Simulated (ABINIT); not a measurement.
# Al2O3 (Corundum): G0W0 with ABINIT, start to end

Wanted: ground state, empty states, screening and self-energy for Al2O3 (Corundum).

Program: ABINIT 10.8.3. Level of theory: PBE and many-body steps on it, plane waves. Results are calculated unless marked as measured.

**What was measured.**

- Gap 8.7 eV: optical band gap of host from absorption; optical absorption, quoted from earlier work; bulk crystal (high-purity reference sample) (quoted in “Multi-petahertz electron interference in Cr:Al2O3 solid-state material”, 2018, pmc:5906618).

## 1. The structure

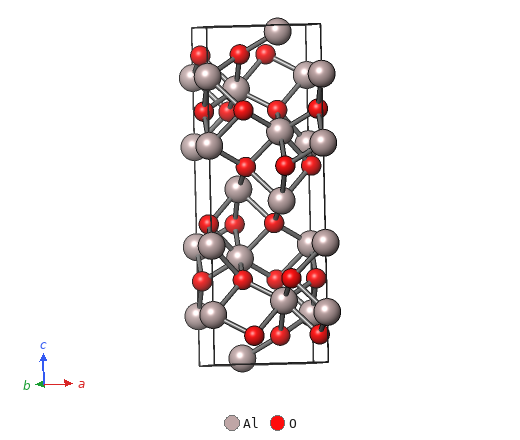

The cell as given, slightly off an axis (aluminium light grey, oxygen red). This picture shows the conventional cell, with its axes. Some periodic images of atoms are drawn too.

The cell and positions come from the Crystallography Open Database and are kept as given unless a step says otherwise.

## 2. Ground state

This step: ABINIT 10.8.3; DFT, PBE, plane waves, norm-conserving pseudopotentials.

The ground-state density comes first.

run.abi reads:

```
acell 3*1.0 Angstrom
rprim 
  2.380249999995 1.374237978213 4.331866666707
  -2.380249999995 1.374237978213 4.331866666707
  -0.000000000000 -2.748475956495 4.331866666685
ntypat 2
znucl 13 8
natom 10
typat 1 1 1 1 2 2 2 2 2 2
xred 
  0.352160000000 0.352160000000 0.352160000000
  0.147840000000 0.147840000000 0.147840000000
  0.647840000000 0.647840000000 0.647840000000
  0.852160000000 0.852160000000 0.852160000000
  0.556680000000 0.943320000000 0.250000000000
  0.250000000000 0.556680000000 0.943320000000
  0.943320000000 0.250000000000 0.556680000000
  0.443320000000 0.056680000000 0.750000000000
  0.750000000000 0.443320000000 0.056680000000
  0.056680000000 0.750000000000 0.443320000000
pp_dirpath "pseudos"
pseudos "Al.upf, O.upf"
ecut 36
ngkpt 6 6 6
nshiftk 1
shiftk 0 0 0
kptopt 1
chksymbreak 0
nband 33
occopt 1
tolvrs 1e-10
nstep 60
prtwf 0
optforces 0
optstress 0
indata_prefix "in"
outdata_prefix "out"
tmpdata_prefix "tmp"
```

Command:

```console
$ OMP_NUM_THREADS=1 mpirun -n 4 abinit run.abi > log
```

Numbers of over 12 decimals in the logs are rounded to 6 here.

Output:

```text
.Version 10.8.3 of ABINIT. v10.8.2 released Aug 2026.

 Symmetries : space group R-3 c (#167); Bravais hR (rhombohedral)
================================================================================
 Values of the parameters that define the memory need of the present run
     intxc =       0    ionmov =       0      iscf =       7    lmnmax =       6
     lnmax =       6     mgfft =      54  mpssoang =       3    mqgrid =    3001
     natom =      10  nloc_mem =       1    nspden =       1   nspinor =       1
    nsppol =       1      nsym =      12    n1xccc =    2501    ntypat =       2
    occopt =       1   xclevel =       2
-    mband =          33        mffmem =           1         mkmem =           8
       mpw =        5939          nfft =      157464          nkpt =          32
================================================================================
  Rough estimation (10% accuracy) of disk space for files :
================================================================================

--------------------------------------------------------------------------------
------------- Echo of variables that govern the present computation ------------
--------------------------------------------------------------------------------
 -outvars: echo values of preprocessed input variables --------
            acell      1.8897261259E+00  1.8897261259E+00  1.8897261259E+00 Bohr

      chksymbreak           0
             ecut      3.60000000E+01 Hartree
-          fftalg         312

              ixc     -101130
              kpt      0.00000000E+00  0.00000000E+00  0.00000000E+00
                       1.66666667E-01  0.00000000E+00  0.00000000E+00
                       3.33333333E-01  0.00000000E+00  0.00000000E+00
                       5.00000000E-01  0.00000000E+00  0.00000000E+00
                       1.66666667E-01  1.66666667E-01  0.00000000E+00
                       3.33333333E-01  1.66666667E-01  0.00000000E+00
                       5.00000000E-01  1.66666667E-01  0.00000000E+00
                      -3.33333333E-01  1.66666667E-01  0.00000000E+00
                      -1.66666667E-01  1.66666667E-01  0.00000000E+00
   [... 21 further rows ...]
                      -3.33333333E-01  5.00000000E-01  3.33333333E-01
                       5.00000000E-01  5.00000000E-01  5.00000000E-01
         kptrlatt        6    0    0      0    6    0      0    0    6
          kptrlen      5.39762473E+01
P           mkmem           8
            natom          10
            nband          33
            ngfft          54      54      54
             nkpt          32
            nstep          60
             nsym          12
           ntypat           2
              occ      2.000000  2.000000  2.000000  2.000000  2.000000  2.000000
                       2.000000  2.000000  2.000000  2.000000  2.000000  2.000000
                       2.000000  2.000000  2.000000  2.000000  2.000000  2.000000
                       2.000000  2.000000  2.000000  2.000000  2.000000  2.000000
                       0.000000  0.000000  0.000000  0.000000  0.000000  0.000000
[...]
optforces           0
        optstress           0
            prtwf           0
            rprim      2.3802500000E+00  1.3742379782E+00  4.3318666667E+00
[...]
spgroup         167

           tolvrs      1.00000000E-10

             xred      3.5216000000E-01  3.5216000000E-01  3.5216000000E-01
[...]
znucl       13.00000    8.00000

================================================================================

 chkinp: Checking input parameters for consistency.

================================================================================
== DATASET  1 ==================================================================
-   mpi_nproc: 4, omp_nthreads: 1 (-1 if OMP is not activated)

--- !DatasetInfo
iteration_state: {dtset: 1, }
dimensions: {natom: 10, nkpt: 32, mband: 33, nsppol: 1, nspinor: 1, nspden: 1, mpw: 5939, }
cutoff_energies: {ecut:  36.0, pawecutdg:  -1.0, }
electrons: {nelect:   4.80000000E+01, charge:   0.00000000E+00, occopt:   1.00000000E+00, tsmear:   1.00000000E-02, }

 Real(R)+Recip(G) space primitive vectors, cartesian coordinates (Bohr,Bohr^-1):
 R(1)=  4.4980206  2.5969334  8.1860416  G(1)=  0.1111600  0.0641783  0.0407197
 R(2)= -4.4980206  2.5969334  8.1860416  G(2)= -0.1111600  0.0641783  0.0407197
 R(3)=  0.0000000 -5.1938668  8.1860416  G(3)=  0.0000000 -0.1283565  0.0407197
 Unit cell volume ucvol=  5.7372986E+02 bohr^3
 Angles (23,13,12)=  5.52866708E+01  5.52866708E+01  5.52866708E+01 degrees

 getcut: wavevector=  0.0000  0.0000  0.0000  ngfft=  54  54  54
         ecut(hartree)=     36.000   => boxcut(ratio)=   2.06269

--- Pseudopotential description ------------------------------------------------
- Al Generated using ONCVPSP code by D. R. Hamann
- 13.00000   3.00000  171031                  znucl, zion, pspdat
12 -101130 2 -1 1876                          pspcod,pspxc,lmax,lloc,mmax
     nproj     2     2     2
  pspatm : epsatm=    4.08140545
         --- l  ekb(1:nproj) -->
[...]
pspatm: atomic psp has been read  and splines computed

- O Generated using ONCVPSP code by D. R. Hamann
-  8.00000   6.00000  171031                  znucl, zion, pspdat
12 -101130 2 -1 936                           pspcod,pspxc,lmax,lloc,mmax
     nproj     2     2     1
  pspatm : epsatm=    6.19545534
         --- l  ekb(1:nproj) -->
[...]
2   -1.331955
 pspatm: atomic psp has been read  and splines computed

   2.56792098E+03                                ecore*ucvol(ha*bohr**3)
--------------------------------------------------------------------------------

_setup2: Arith. and geom. avg. npw (full set) are    5919.005    5918.995

================================================================================

--- !BeginCycle
iteration_state: {dtset: 1, }
solver: {iscf: 7, nstep: 60, nline: 4, wfoptalg: 0, }
tolerances: {tolvrs: 1.00E-10, }

     iter   Etot(hartree)      deltaE(h)  residm     vres2
 ETOT  1  -108.56861779561    -1.086E+02 9.232E-02 1.524E+03
 ETOT  2  -108.71438328984    -1.458E-01 4.345E-02 1.233E+03
 ETOT  3  -109.11643316919    -4.020E-01 1.922E-02 4.671E+00
 ETOT  4  -109.11824809159    -1.815E-03 6.059E-03 1.559E-02
 ETOT  5  -109.11825252940    -4.438E-06 3.205E-03 9.578E-04
 ETOT  6  -109.11825269330    -1.639E-07 2.573E-03 5.364E-06
 ETOT  7  -109.11825269392    -6.176E-10 8.856E-04 4.549E-07
 ETOT  8  -109.11825269401    -8.500E-11 8.923E-04 1.067E-08
 ETOT  9  -109.11825269401    -3.126E-13 3.660E-04 2.557E-10
 ETOT 10  -109.11825269401    -2.785E-12 2.600E-04 1.040E-11

 At SCF step   10       vres2   =  1.04E-11 < tolvrs=  1.00E-10 =>converged.

--- !ResultsGS
iteration_state: {dtset: 1, }
comment   : Summary of ground state results
lattice_vectors:
- [  4.4980206,   2.5969334,   8.1860416, ]
- [ -4.4980206,   2.5969334,   8.1860416, ]
- [ -0.0000000,  -5.1938668,   8.1860416, ]
lattice_lengths: [   9.69472,    9.69472,    9.69472, ]
lattice_angles: [ 55.287,  55.287,  55.287, ] # degrees, (23, 13, 12)
lattice_volume:   5.7372986E+02
convergence: {deltae: -2.785E-12, res2:  1.040E-11, residm:  2.600E-04, diffor:  0.000E+00, }
etotal    :  -1.09118253E+02
entropy   :   0.00000000E+00
fermie    :   1.90422253E-01
cartesian_stress_tensor: null
pressure_GPa: null
xred      :
- [  3.5216E-01,   3.5216E-01,   3.5216E-01, Al]
- [  1.4784E-01,   1.4784E-01,   1.4784E-01, Al]
- [  6.4784E-01,   6.4784E-01,   6.4784E-01, Al]
- [  8.5216E-01,   8.5216E-01,   8.5216E-01, Al]
- [  5.5668E-01,   9.4332E-01,   2.5000E-01,  O]
- [  2.5000E-01,   5.5668E-01,   9.4332E-01,  O]
- [  9.4332E-01,   2.5000E-01,   5.5668E-01,  O]
- [  4.4332E-01,   5.6680E-02,   7.5000E-01,  O]
- [  7.5000E-01,   4.4332E-01,   5.6680E-02,  O]
- [  5.6680E-02,   7.5000E-01,   4.4332E-01,  O]
cartesian_forces: null
force_length_stats: {min: null, max: null, mean: null, }

 Integrated electronic density in atomic spheres:
 ------------------------------------------------
 Atom  Sphere_radius  Integrated_density
[...]
================================================================================

 ----iterations are completed or convergence reached----

 Mean square residual over all n,k,spin=   27.214E-07; max=  26.000E-05
 reduced coordinates (array xred) for   10 atoms
[...]
0.250000000000      0.556680000000      0.943320000000
       0.943320000000      0.250000000000      0.556680000000
       0.443320000000      0.056680000000      0.750000000000
       0.750000000000      0.443320000000      0.056680000000
       0.056680000000      0.750000000000      0.443320000000
 rms dE/dt=  0.0000E+00; max dE/dt=  0.0000E+00; dE/dt below (all hartree)
    1       0.000000000000      0.000000000000      0.000000000000
    2       0.000000000000      0.000000000000      0.000000000000
    3       0.000000000000      0.000000000000      0.000000000000
    4       0.000000000000      0.000000000000      0.000000000000
    5       0.000000000000      0.000000000000      0.000000000000
    6       0.000000000000      0.000000000000      0.000000000000
    7       0.000000000000      0.000000000000      0.000000000000
    8       0.000000000000      0.000000000000      0.000000000000
    9       0.000000000000      0.000000000000      0.000000000000
   10       0.000000000000      0.000000000000      0.000000000000

 cartesian coordinates (angstrom) at end:
[...]
6     -0.729975    -1.484122     7.580767
    7      1.650275     0.109884     7.580767
    8      0.920300    -1.374238     5.414833
    9      0.729975     1.484122     5.414833
   10     -1.650275    -0.109884     5.414833
 length scales=  1.889726125908  1.889726125908  1.889726125908 bohr
              =  1.000000000000  1.000000000000  1.000000000000 angstroms
 prteigrs : about to open file out_EIG
 Fermi (or HOMO) energy (hartree) =   0.19042   Average Vxc (hartree)=  -0.42200
 Eigenvalues (hartree) for nkpt=  32  k points:
 kpt#   1, nband= 33, wtk=  0.00463, kpt=  0.0000  0.0000  0.0000 (reduced coord)
  -0.51404   -0.42818   -0.41791   -0.41791   -0.40624   -0.40624   -0.06247   -0.02571
  -0.01292   -0.01292    0.02849    0.03206    0.03206    0.06905    0.08213    0.13786
   0.13786    0.14281    0.14281    0.17247    0.17247    0.18878    0.18878    0.19042
   0.42070    0.52806    0.58648    0.61540    0.61540    0.62103    0.64669    0.64670
   0.64831
 prteigrs : prtvol=0 or 1, do not print more k-points.

--- !EnergyTerms
iteration_state     : {dtset: 1, }
comment             : Components of total free energy in Hartree
kinetic             :  7.20682127625938E+01
hartree             :  2.66734646915443E+01
xc                  : -3.01908344679662E+01
Ewald energy        : -8.81149730954744E+01
psp_core            :  4.47583638932495E+00
local_psp           : -7.93092830893802E+01
non_local_psp       : -1.47206758846520E+01
total_energy        : -1.09118252694010E+02
total_energy_eV     : -2.96925892054326E+03
band_energy         : -2.03056298659786E+00

== END DATASET(S) ==============================================================
================================================================================

 -outvars: echo values of variables after computation  --------
           etotal     -1.0911825269E+02
            nband          33
             nkpt          32
          spgroup         167
 [... the other variables as echoed above ...]

 Calculation completed.
```

It took 77 s on 4 MPI ranks of Arm Neoverse V2, shared host; peak memory 0.51 GiB; 5.1 min of CPU time.

This step gave:

* total energy: -2969.2589 eV
* gap: 6.266 eV
* k of the valence top: 0, 0, 0
* k of the conduction bottom: 0, 0, 0
* least direct gap: 6.266 eV

The gap is direct, at Γ.

## 3. Empty states on the mesh, 4×4×4 mesh, 137 bands

The sums over transitions need many empty states on a uniform mesh; this step solves for them.

run.abi, as its differences from that of step 2:

```diff
@@ -23,3 +23,3 @@
 ecut 36
-ngkpt 6 6 6
+ngkpt 4 4 4
 nshiftk 1
@@ -28,9 +28,10 @@
 chksymbreak 0
-nband 33
-occopt 1
-tolvrs 1e-10
+iscf -2
+irdden 1
+istwfk *1
+nband 137
+nbdbuf 12
+tolwfr 1e-09
 nstep 60
-prtwf 0
-optforces 0
-optstress 0
+prtvol 0
 indata_prefix "in"
```

Output:

```text
.Version 10.8.3 of ABINIT. v10.8.2 released Aug 2026.

 Symmetries : space group R-3 c (#167); Bravais hR (rhombohedral)
[... echo of the input left out ...]
== DATASET  1 ==================================================================
-   mpi_nproc: 4, omp_nthreads: 1 (-1 if OMP is not activated)

--- !DatasetInfo
iteration_state: {dtset: 1, }
dimensions: {natom: 10, nkpt: 13, mband: 137, nsppol: 1, nspinor: 1, nspden: 1, mpw: 5940, }
cutoff_energies: {ecut:  36.0, pawecutdg:  -1.0, }
electrons: {nelect:   4.80000000E+01, charge:   0.00000000E+00, occopt:   1.00000000E+00, tsmear:   1.00000000E-02, }

 Real(R)+Recip(G) space primitive vectors, cartesian coordinates (Bohr,Bohr^-1):
 R(1)=  4.4980206  2.5969334  8.1860416  G(1)=  0.1111600  0.0641783  0.0407197
 R(2)= -4.4980206  2.5969334  8.1860416  G(2)= -0.1111600  0.0641783  0.0407197
 R(3)=  0.0000000 -5.1938668  8.1860416  G(3)=  0.0000000 -0.1283565  0.0407197
 Unit cell volume ucvol=  5.7372986E+02 bohr^3
 Angles (23,13,12)=  5.52866708E+01  5.52866708E+01  5.52866708E+01 degrees

 getcut: wavevector=  0.0000  0.0000  0.0000  ngfft=  54  54  54
         ecut(hartree)=     36.000   => boxcut(ratio)=   2.06269

--- Pseudopotential description ------------------------------------------------
- Al Generated using ONCVPSP code by D. R. Hamann
- 13.00000   3.00000  171031                  znucl, zion, pspdat
12 -101130 2 -1 1876                          pspcod,pspxc,lmax,lloc,mmax
     nproj     2     2     2
  pspatm : epsatm=    4.08140545
         --- l  ekb(1:nproj) -->
             0    5.126667    0.728291
             1    7.287548    0.832437
             2   -2.770497   -0.637722
 pspatm: atomic psp has been read  and splines computed

- O Generated using ONCVPSP code by D. R. Hamann
-  8.00000   6.00000  171031                  znucl, zion, pspdat
12 -101130 2 -1 936                           pspcod,pspxc,lmax,lloc,mmax
     nproj     2     2     1
  pspatm : epsatm=    6.19545534
         --- l  ekb(1:nproj) -->
[...]
2   -1.331955
 pspatm: atomic psp has been read  and splines computed

--------------------------------------------------------------------------------

================================================================================
 prteigrs : about to open file out_EIG
 Non-SCF case, kpt    1 (  0.00000  0.00000  0.00000), residuals and eigenvalues=
  2.77E-10  5.48E-10  3.41E-10  6.39E-10  5.60E-10  6.70E-10  3.85E-10  3.39E-10
  1.50E-10  9.91E-10  3.89E-10  2.16E-10  5.27E-10  3.35E-10  1.40E-10  1.30E-10
  3.41E-10  1.28E-10  2.60E-10  1.27E-10  3.18E-10  1.09E-10  5.79E-10  1.43E-10
[...]
4.98E-05
 -5.1404E-01 -4.2818E-01 -4.1791E-01 -4.1791E-01 -4.0624E-01 -4.0624E-01
 -6.2473E-02 -2.5715E-02 -1.2918E-02 -1.2918E-02  2.8486E-02  3.2059E-02
  3.2059E-02  6.9048E-02  8.2134E-02  1.3786E-01  1.3786E-01  1.4281E-01
[...]
2.1893E+00  2.1893E+00  2.2608E+00  2.2608E+00  2.2792E+00  2.2792E+00
  2.3529E+00  2.3630E+00  2.3649E+00  2.3914E+00  2.3971E+00  2.3972E+00
  2.4014E+00  2.4020E+00  2.4033E+00  2.4183E+00  2.4367E+00
 prteigrs : prtvol=0 or 1, do not print more k-points.

--- !ResultsGS
iteration_state: {dtset: 1, }
comment   : Summary of ground state results
lattice_vectors:
- [  4.4980206,   2.5969334,   8.1860416, ]
- [ -4.4980206,   2.5969334,   8.1860416, ]
- [ -0.0000000,  -5.1938668,   8.1860416, ]
lattice_lengths: [   9.69472,    9.69472,    9.69472, ]
lattice_angles: [ 55.287,  55.287,  55.287, ] # degrees, (23, 13, 12)
lattice_volume:   5.7372986E+02
convergence: {deltae:  0.000E+00, res2:  0.000E+00, residm:  9.969E-10, diffor:  0.000E+00, }
etotal    :  -1.09118253E+02
entropy   :   0.00000000E+00
fermie    :   1.90422253E-01
cartesian_stress_tensor: null
pressure_GPa: null
xred      :
- [  3.5216E-01,   3.5216E-01,   3.5216E-01, Al]
- [  1.4784E-01,   1.4784E-01,   1.4784E-01, Al]
- [  6.4784E-01,   6.4784E-01,   6.4784E-01, Al]
- [  8.5216E-01,   8.5216E-01,   8.5216E-01, Al]
- [  5.5668E-01,   9.4332E-01,   2.5000E-01,  O]
- [  2.5000E-01,   5.5668E-01,   9.4332E-01,  O]
- [  9.4332E-01,   2.5000E-01,   5.5668E-01,  O]
- [  4.4332E-01,   5.6680E-02,   7.5000E-01,  O]
- [  7.5000E-01,   4.4332E-01,   5.6680E-02,  O]
- [  5.6680E-02,   7.5000E-01,   4.4332E-01,  O]
cartesian_forces: null
force_length_stats: {min: null, max: null, mean: null, }

 Integrated electronic density in atomic spheres:
 ------------------------------------------------
 Atom  Sphere_radius  Integrated_density
[...]
================================================================================

 ----iterations are completed or convergence reached----

 Mean square residual over all n,k,spin=   39.879E-11; max=  99.687E-11
 reduced coordinates (array xred) for   10 atoms
[...]
0.750000000000      0.443320000000      0.056680000000
       0.056680000000      0.750000000000      0.443320000000

 cartesian coordinates (angstrom) at end:
    1      0.000000    -2.43e-11     4.576530
    2      0.000000    -1.02e-11     1.921270
    3     -0.000000    -4.47e-11     8.419070
[...]
9      0.729975     1.484122     5.414833
   10     -1.650275    -0.109884     5.414833
 length scales=  1.889726125908  1.889726125908  1.889726125908 bohr
              =  1.000000000000  1.000000000000  1.000000000000 angstroms
 prteigrs : about to open file out_EIG
 Eigenvalues (hartree) for nkpt=  13  k points:
 kpt#   1, nband=137, wtk=  0.01563, kpt=  0.0000  0.0000  0.0000 (reduced coord)
[...]
2.18931    2.18931    2.26080    2.26080    2.27915    2.27915    2.35290    2.36297
   2.36488    2.39144    2.39711    2.39724    2.40143    2.40202    2.40326    2.41828
   2.43670
 prteigrs : prtvol=0 or 1, do not print more k-points.

== END DATASET(S) ==============================================================
================================================================================

 -outvars: echo values of variables after computation  --------
            nband         137
             nkpt          13
          spgroup         167
 [... the other variables as echoed above ...]

 Calculation completed.
```

Elapsed: 1.9 min, on 4 MPI ranks; peak memory 0.48 GiB.

This step gave:

```
gap                                                           : 6.266 eV
k of the valence top                                          : 0, 0, 0
k of the conduction bottom                                    : 0, 0, 0
least direct gap                                              : 6.266 eV
k points computed                                             : 13
lowest point of the top converged band, above the valence top : 56.8372 eV
```

On this mesh the gap is 6.266 eV.

(Continued in part 2 of 2.)

[Paths, hosts, dates, memory and timing lines, banners, echoed tables and standing remarks are left out of the program output.]

[Logs are printed without paths, hosts, clocks, repeated set-up lines and the standing remarks that a program may print on its own settings, such as how far it seeks lower states.]

[Runs of the session that timed out or met a known fault of the program may be left out.]

[Hosts, paths, dates, database ids (printed as entryN), source tags and the programs' standing remarks are cut or masked in the printed files.]

[G0W0 gaps are taken among the corrected bands and points alone; a level outside them can change the order at an edge.]

[Where Ansatz stands beside ABINIT at settings called matched, ABINIT's density can come from a denser mesh and the files from another edition; pairs whose starting gaps differed by over 0.03 eV were left out, so agreement reads better than it is.]
